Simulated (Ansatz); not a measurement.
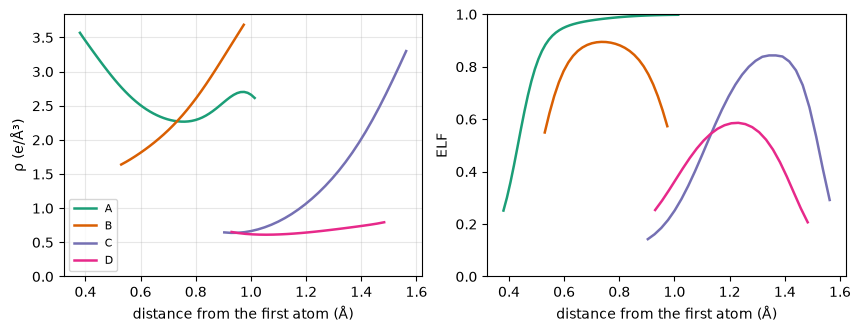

Figure 1: BGaH3N (SMILES [BH]1[NH][GaH]1). Total electron density and ELF along straight lines between neighbouring atoms. The curves leave out the atomic cores.

Geometry: PBE0-D4/def2-TZVP.

All numbers below come from RKS PBE0-D4/def2-TZVPP (Ansatz).

```xyz
6

B    -0.5963   -0.7595   -0.3152
N     0.2932    0.2151   -0.6725
Ga    0.0808    0.2786    1.2680
H    -1.2599   -1.6100   -0.8206
H     0.6436    0.4755   -1.5871
H     0.8806    1.3363    2.0813
```

Q: Which curve belongs to which contact (B–N, Ga–B, Ga–N and N–H)? The first atom named is at distance zero.

A: Curve A: N–H (1.01 Å): ρ is about 2.9 e/Å³ halfway; the ELF climbs to about 1 towards the hydrogen, as it does in any bond to H (a covalent bond by its length). Curve B: B–N (1.37 Å): ρ is about 2.1 e/Å³ halfway; the ELF peaks at about 0.90 between the atoms (a short, strongly polar bond). Curve C: Ga–N (1.95 Å): ρ at the midpoint is about 0.65 e/Å³; the ELF peaks at about 0.85 in the valence shell of N, 0.6 Å from its nucleus, and is about 0.20 at the midpoint. Curve D: Ga–B (2.01 Å): the density is about 0.62 e/Å³ at the midpoint; the ELF peaks at about 0.60 in the valence shell of B, 0.8 Å from its nucleus, and is about 0.35 at the midpoint.
